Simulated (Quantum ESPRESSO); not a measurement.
**Magnetic state of MgNi3C from several starts**

Aim: find out which collinear order of MgNi3C costs least.

Program: Quantum ESPRESSO 7.5. Level of theory: PBEsol; plane waves with GBRV 1.5 PBEsol potentials, no spin-orbit coupling. Results are calculated unless marked as measured.

### 1. The starting structure

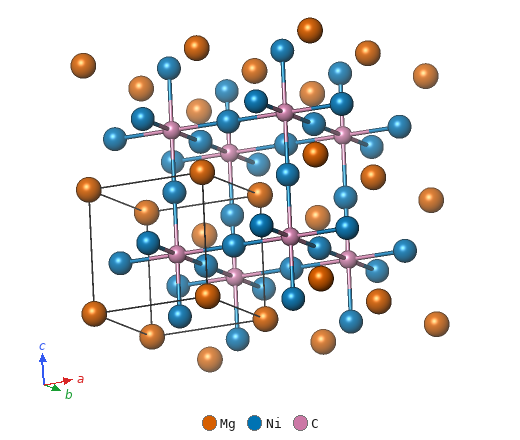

The cell as given, from a free direction (magnesium orange, nickel blue, carbon pink). 2×2×2 cells are drawn. Some periodic images of atoms are drawn too.

Coordinates:

```cif
data_structure
_symmetry_space_group_name_H-M 'P 1'
_symmetry_Int_Tables_number 1
_cell_length_a 3.8089
_cell_length_b 3.8089
_cell_length_c 3.8089
_cell_angle_alpha 90.000
_cell_angle_beta 90.000
_cell_angle_gamma 90.000
_cell_volume 55.26
loop_
_atom_site_label
_atom_site_type_symbol
_atom_site_fract_x
_atom_site_fract_y
_atom_site_fract_z
_atom_site_occupancy
Mg1 Mg 0.00000 0.00000 0.00000 1
Ni2 Ni 0.00000 0.50000 0.50000 1
Ni3 Ni 0.50000 0.00000 0.50000 1
Ni4 Ni 0.50000 0.50000 0.00000 1
C5 C 0.50000 0.50000 0.50000 1
```

The cell comes from the Crystallography Open Database.

### 2. Start 1: ferro +++

The signs are those of the starting moments on the seeded atoms, the atoms that are given a moment.

The input, pw.in:

```
&CONTROL
  calculation = 'scf'
  prefix = 'pwscf'
  outdir = './tmp'
  pseudo_dir = './pseudo'
  disk_io = 'nowf'
/
&SYSTEM
  ibrav = 0
  celldm(1) = 8
  nat = 5
  ntyp = 3
  ecutwfc = 50
  ecutrho = 350
  nbnd = 46
  occupations = 'smearing'
  smearing = 'fd'
  degauss = 0.00367493
  nspin = 2
  starting_magnetization(1) = 0
  starting_magnetization(2) = 0.0556
  starting_magnetization(3) = 0
/
&ELECTRONS
  conv_thr = 1d-08
  electron_maxstep = 150
  mixing_beta = 0.1
/
ATOMIC_SPECIES
Mg     24.3050 mg_pbesol_v1.4.uspp.F.UPF
Ni     58.6934 ni_pbesol_v1.4.uspp.F.UPF
C      12.0110 c_pbesol_v1.2.uspp.F.UPF
CELL_PARAMETERS alat
   0.8997222295109    0.0000000000000    0.0000000000000
   0.0000000000000    0.8997222295109    0.0000000000000
   0.0000000000000    0.0000000000000    0.8997222295109
ATOMIC_POSITIONS crystal
Mg      0.0000000000    0.0000000000    0.0000000000
Ni      0.0000000000    0.5000000000    0.5000000000
Ni      0.5000000000    0.0000000000    0.5000000000
Ni      0.5000000000    0.5000000000    0.0000000000
C       0.5000000000    0.5000000000    0.5000000000
K_POINTS automatic
8 8 8 0 0 0
```

Command:

```console
> OMP_NUM_THREADS=1 mpirun -n 2 pw.x -nk 2 -in pw.in > pw.out
```

Output:

```text
Program PWSCF v.7.5 starts

     Message from routine setup:
     using ibrav=0 with symmetry is DISCOURAGED, use correct ibrav instead

     K-points division:     npool     =       2
     Subspace diagonalization in iterative solution of the eigenvalue problem:

     G-vector sticks info
     --------------------
     sticks:   dense  smooth     PW     G-vecs:    dense   smooth      PW
     Sum        1449     829    249                41347    17845    2969

     Using Slab Decomposition

     bravais-lattice index     =            0
     lattice parameter (alat)  =       8.0000  a.u.
     unit-cell volume          =     372.9025 (a.u.)^3
     number of atoms/cell      =            5
     number of atomic types    =            3
     number of electrons       =        68.00
     number of Kohn-Sham states=           46
     kinetic-energy cutoff     =      50.0000  Ry
     charge density cutoff     =     350.0000  Ry
     scf convergence threshold =      1.0E-08
     mixing beta               =       0.1000
     number of iterations used =            8  plain     mixing
     Exchange-correlation= SLA  PW   PSX  PSC
                           (   1   4  10   8   0   0   0)

     celldm(1)=   8.000000  celldm(2)=   0.000000  celldm(3)=   0.000000
     celldm(4)=   0.000000  celldm(5)=   0.000000  celldm(6)=   0.000000

     crystal axes: (cart. coord. in units of alat)
               a(1) = (   0.899722   0.000000   0.000000 )
               a(2) = (   0.000000   0.899722   0.000000 )
               a(3) = (   0.000000   0.000000   0.899722 )

     reciprocal axes: (cart. coord. in units 2 pi/alat)
               b(1) = (  1.111454  0.000000  0.000000 )
               b(2) = (  0.000000  1.111454  0.000000 )
               b(3) = (  0.000000  0.000000  1.111454 )

     PseudoPot. # 1 for Mg read from file:
     mg_pbesol_v1.4.uspp.F.UPF
     Pseudo is Ultrasoft, Zval = 10.0
     Generated by new atomic code, or converted to UPF format
     Using radial grid of  821 points,  7 beta functions with:
                l(1) =   0
                l(2) =   0
                l(3) =   0
                l(4) =   1
                l(5) =   1
                l(6) =   2
                l(7) =   2
     Q(r) pseudized with  8 coefficients,  rinner =    1.200   1.200   1.200
                                                       1.200   1.200

     PseudoPot. # 2 for Ni read from file:
     ni_pbesol_v1.4.uspp.F.UPF
     Pseudo is Ultrasoft + core correction, Zval = 18.0
     Generated by new atomic code, or converted to UPF format
     Using radial grid of  865 points,  6 beta functions with:
                l(1) =   0
                l(2) =   0
                l(3) =   1
                l(4) =   1
                l(5) =   2
                l(6) =   2
     Q(r) pseudized with 10 coefficients,  rinner =    0.980   0.980   0.980
                                                       0.980   0.980

     PseudoPot. # 3 for C  read from file:
     c_pbesol_v1.2.uspp.F.UPF
     Pseudo is Ultrasoft + core correction, Zval =  4.0
     Generated by new atomic code, or converted to UPF format
     Using radial grid of  721 points,  4 beta functions with:
                l(1) =   0
                l(2) =   0
                l(3) =   1
                l(4) =   1
     Q(r) pseudized with  8 coefficients,  rinner =    1.100   1.100   1.100

     atomic species   valence    mass     pseudopotential
     Mg               10.00    24.30500     Mg( 1.00)
     Ni               18.00    58.69340     Ni( 1.00)
     C                 4.00    12.01100     C ( 1.00)

     Starting magnetic structure
     atomic species   magnetization
     Mg              0.000
     Ni              0.056
     C               0.000

     48 Sym. Ops., with inversion, found

   Cartesian axes

     site n.     atom                  positions (alat units)
         1        Mg     tau(   1) = (   0.0000000   0.0000000   0.0000000  )
         2        Ni     tau(   2) = (   0.0000000   0.4498611   0.4498611  )
         3        Ni     tau(   3) = (   0.4498611   0.0000000   0.4498611  )
         4        Ni     tau(   4) = (   0.4498611   0.4498611   0.0000000  )
         5        C      tau(   5) = (   0.4498611   0.4498611   0.4498611  )

     number of k points=    35  Fermi-Dirac smearing, width (Ry)=  0.0037
                       cart. coord. in units 2pi/alat
        k(    1) = (   0.0000000   0.0000000   0.0000000), wk =   0.0019531
        k(    2) = (   0.0000000   0.0000000   0.1389318), wk =   0.0117188
        k(    3) = (   0.0000000   0.0000000   0.2778635), wk =   0.0117188
        k(    4) = (   0.0000000   0.0000000   0.4167953), wk =   0.0117188
        k(    5) = (   0.0000000   0.0000000  -0.5557271), wk =   0.0058594
        [... 30 further k-points ...]

     Dense  grid:    41347 G-vectors     FFT dimensions: (  45,  45,  45)

     Smooth grid:    17845 G-vectors     FFT dimensions: (  36,  36,  36)

     Check: negative core charge=   -0.000006
     Generating pointlists ...
     new r_m :   0.2624 (alat units)  2.0995 (a.u.) for type    1
     new r_m :   0.1856 (alat units)  1.4845 (a.u.) for type    2
     new r_m :   0.1856 (alat units)  1.4845 (a.u.) for type    3

     Initial potential from superposition of free atoms

     starting charge      61.6997, renormalised to      68.0000
     Starting wfcs are   48 randomized atomic wfcs

     Self-consistent Calculation

     iteration #  1     ecut=    50.00 Ry     beta= 0.10
     Davidson diagonalization with overlap
     ethr =  1.00E-02,  avg # of iterations =  6.1

     total energy              =   -1168.59377448 Ry
     estimated scf accuracy    <     121.29481026 Ry

     total magnetization       =     0.84 Bohr mag/cell
     absolute magnetization    =     0.93 Bohr mag/cell

     iteration #  2     ecut=    50.00 Ry     beta= 0.10
     Davidson diagonalization with overlap
     ethr =  1.00E-02,  avg # of iterations =  3.8

     total energy              =   -1158.65956760 Ry
     estimated scf accuracy    <      37.45907264 Ry

     total magnetization       =     1.71 Bohr mag/cell
     absolute magnetization    =     1.96 Bohr mag/cell

     iteration #  3     ecut=    50.00 Ry     beta= 0.10
     Davidson diagonalization with overlap
     ethr =  1.00E-02,  avg # of iterations =  3.1

     total energy              =   -1165.55784420 Ry
     estimated scf accuracy    <       4.86996284 Ry

     total magnetization       =     0.34 Bohr mag/cell
     absolute magnetization    =     0.50 Bohr mag/cell

     [... further iterations left out ...]

     iteration # 19     ecut=    50.00 Ry     beta= 0.10
     Davidson diagonalization with overlap
     ethr =  6.10E-09,  avg # of iterations =  2.2

     total energy              =   -1165.91306107 Ry
     estimated scf accuracy    <       0.00000186 Ry

     total magnetization       =     0.04 Bohr mag/cell
     absolute magnetization    =     0.04 Bohr mag/cell

     iteration # 20     ecut=    50.00 Ry     beta= 0.10
     Davidson diagonalization with overlap
     ethr =  2.73E-09,  avg # of iterations =  1.5

     total energy              =   -1165.91305796 Ry
     estimated scf accuracy    <       0.00000040 Ry

     total magnetization       =     0.03 Bohr mag/cell
     absolute magnetization    =     0.03 Bohr mag/cell

     iteration # 21     ecut=    50.00 Ry     beta= 0.10
     Davidson diagonalization with overlap
     ethr =  5.90E-10,  avg # of iterations =  2.7

     total energy              =   -1165.91306301 Ry
     estimated scf accuracy    <       0.00000019 Ry

     total magnetization       =     0.00 Bohr mag/cell
     absolute magnetization    =     0.00 Bohr mag/cell

     iteration # 22     ecut=    50.00 Ry     beta= 0.10
     Davidson diagonalization with overlap
     ethr =  2.80E-10,  avg # of iterations =  1.9

     Magnetic moment per site  (integrated on atomic sphere of radius R)
     atom   1 (R=0.262)  charge=  8.7366  magn=  0.0000
     atom   2 (R=0.186)  charge= 15.3109  magn= -0.0007
     atom   3 (R=0.186)  charge= 15.3109  magn= -0.0007
     atom   4 (R=0.186)  charge= 15.3109  magn= -0.0007
     atom   5 (R=0.186)  charge=  2.8582  magn= -0.0002

     End of self-consistent calculation

     [... lines left out ...]
     the Fermi energy is    14.1004 ev

!    total energy              =   -1165.91306395 Ry
     estimated scf accuracy    <          6.1E-09 Ry
     smearing contrib. (-TS)   =      -0.00301529 Ry
     internal energy E=F+TS    =   -1165.91004866 Ry

     The total energy is F=E-TS. E is the sum of the following terms:
     one-electron contribution =    -765.97288731 Ry
     hartree contribution      =     414.29596240 Ry
     xc contribution           =    -125.94813979 Ry
     ewald contribution        =    -688.28498395 Ry

     total magnetization       =    -0.00 Bohr mag/cell
     absolute magnetization    =     0.00 Bohr mag/cell

     convergence has been achieved in  22 iterations

=------------------------------------------------------------------------------=
   JOB DONE.
=------------------------------------------------------------------------------=
```

Wall time 4 min (2 MPI ranks of Arm Neoverse N1, shared host); peak memory 0.42 GiB.

Spin moment in the atom's sphere by atom:

```tsv
atom	spin moment in the atom's sphere (μB)
Mg1	0.0000
Ni2	-0.0007
Ni3	-0.0007
Ni4	-0.0007
C5	-0.0002
```

Read from the output:

```
smearing term TS       : 0.04103 eV
magnetization          : 0 μB
absolute magnetization : 0 μB
final state            : non-magnetic
```

(Part 1 of 2 ends here.)

[Logs and program files are shortened in this print: banners, set-up blocks, solver, clock and traceback lines can be left out without a mark of their own.]

[Logs are printed without paths, hosts, clocks, repeated set-up lines and the standing remarks that a program may print on its own settings, such as how far it seeks lower states.]

[Hosts, paths, dates, database ids (printed as entryN), source tags and the programs' standing remarks are cut or masked in the printed files.]

[Where a cell is said to come from a database of computed structures, the database is the Materials Project.]
